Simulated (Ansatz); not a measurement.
# BHO2 (oxoborinic acid) at RPA@PBE/STO-3G

What is the vertical ionisation energy of BHO2 (oxoborinic acid) at RPA@PBE/STO-3G? 

The results are computed with Ansatz 0.2.0.

60 further runs of the same task are left out: 2 that didn't finish, 58 set aside as unsound or not needed.

## Step 1: The system as given

The species is BHO2 (4 atoms), meant as a singlet with charge 0. As SMILES, `O=BO`. Geometry: relaxed at PBE0-D4/def2-TZVP.

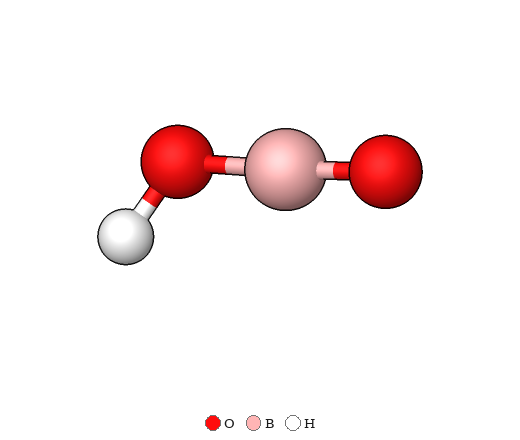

Viewed from a chosen angle; oxygen red, boron pink, hydrogen white.

## Step 2: The energy at RPA@PBE/STO-3G

The input, in.yaml:

```yaml
basis:
  gaussian: {orbitals: STO-3G}
crystal:
  periodic: [false, false, false]
  atoms:
    - symbol: O
      position_ang: [-1.555100, 0.523500, 0.428500]
    - symbol: B
      position_ang: [-0.423900, 0.132000, 0.248600]
    - symbol: O
      position_ang: [0.816700, -0.302000, 0.108600]
    - symbol: H
      position_ang: [1.162300, -0.353500, -0.785700]
hamiltonian: {xc: {name: PBE}}
correlation: {method: rpa, frozen_orbitals: {B: 1, H: 0, O: 1}}
accuracy: high
```

Command:

```bash
ansatz run in.yaml --threads 1 --pin off --max-ram 2610MiB --events-out events.jsonl --progress --plain --runs-dir runs
```

The log of the run:

```text
Warning: RAYON_NUM_THREADS=1 ignored (pool sized by the plan → 1); use --threads N
Functional definition: PBE
  name "PBE"
  parameter kappa = 0.804
  parameter beta = 0.06672455060314922
  exchange = pbe_x(kappa = kappa, mu = beta*pi^2/3)
  correlation = pbe_c(beta = beta)
273 factors; integrals over basis functions are off by at most 3.1e-8 eV
mean field evaluation 1: about -4715.7860 eV, gradient 2.4e1 eV
mean field evaluation 2: about -4715.7370 eV, gradient 2.4e1 eV
mean field evaluation 4: about -4717.3354 eV, gradient 9.0e0 eV
mean field evaluation 8: about -4717.5548 eV, gradient 7.7e-2 eV
mean field evaluation 16: about -4717.5549 eV, gradient 1.6e-7 eV
mean field -4717.55486505 eV, -173.3669436170 hartree, gradient 1.3e-8 eV, S^2 0.000000; 0 other end points of the search recorded, 0 dependent functions left out
3 core orbitals not correlated: weight in the atoms' cores, before any rotation towards them, 1.000 or more for the frozen orbitals, at most 0.000 for the correlated occupied ones
reference -4698.87447396 eV, -172.6804519064 hartree; 8, 8 occupied and 5, 5 virtual orbitals, 273 factors
Total energy: -4706.14094646 eV, -172.9474898454 hartree
```

Run time: 1.1 s. Hardware: 1 thread of Arm Neoverse V1, shared host; peak memory 0.089 GiB.

## Step 3: The doublet cation at the same level

The input, molecule.yaml:

```yaml
crystal:
  periodic: [false, false, false]
  atoms:
    - {symbol: O, position_ang: [-1.555100, 0.523500, 0.428500]}
    - {symbol: B, position_ang: [-0.423900, 0.132000, 0.248600]}
    - {symbol: O, position_ang: [0.816700, -0.302000, 0.108600]}
    - {symbol: H, position_ang: [1.162300, -0.353500, -0.785700]}
basis:
  gaussian:
    orbitals: STO-3G
total_charge: 1
magnetization:
  spin_polarized: true
  initial_magnetization: 1
hamiltonian:
  xc: pbe
correlation:
  method: rpa
  frozen_orbitals: {B: 1, H: 0, O: 1}
accuracy: high
```

Command:

```bash
ansatz run molecule.yaml --threads 1 --pin off --max-ram 2610MiB --events-out events.jsonl --progress --plain --runs-dir runs
```

The log of the run (excerpt; [...] marks lines left out):

```text
Warning: RAYON_NUM_THREADS=1 ignored (pool sized by the plan → 1); use --threads N
Functional definition: PBE
  name "PBE"
[...]
273 factors; integrals over basis functions are off by at most 3.1e-8 eV
[...]
mean field -4708.32218695 eV, -173.0276489549 hartree, gradient 1.3e-8 eV, S^2 0.759451; 4 other end points of the search recorded, 0 dependent functions left out
3 core orbitals not correlated: weight in the atoms' cores, before any rotation towards them, 1.000 or more for the frozen orbitals, at most 0.000 for the correlated occupied ones
reference -4690.47429269 eV, -172.3717509385 hartree; 8, 7 occupied and 5, 6 virtual orbitals, 273 factors
Total energy: -4698.22425258 eV, -172.6565567114 hartree
```

Run time: 2.4 s. Hardware: 1 thread of Arm Neoverse V1, shared host; peak memory 0.12 GiB.

## Step 4: What came out

At RPA@PBE/STO-3G, 3 core orbitals frozen:

| quantity | value |
| --- | --- |
| singlet BHO2: total energy | -172.94749 Eh |
| singlet BHO2: RPA correlation energy (valence) | -267.0 mEh |
| doublet cation: total energy | -172.65656 Eh |
| doublet cation: RPA correlation energy (valence) | -284.8 mEh |
| doublet cation: ⟨S²⟩ of the reference determinant | 0.759 |
| vertical ionisation energy (to the doublet cation) | 7.917 eV |

In words: The vertical ionisation energy comes to 7.92 eV (183 kcal/mol). In a minimal basis such a difference can be off by several eV, whatever the method.
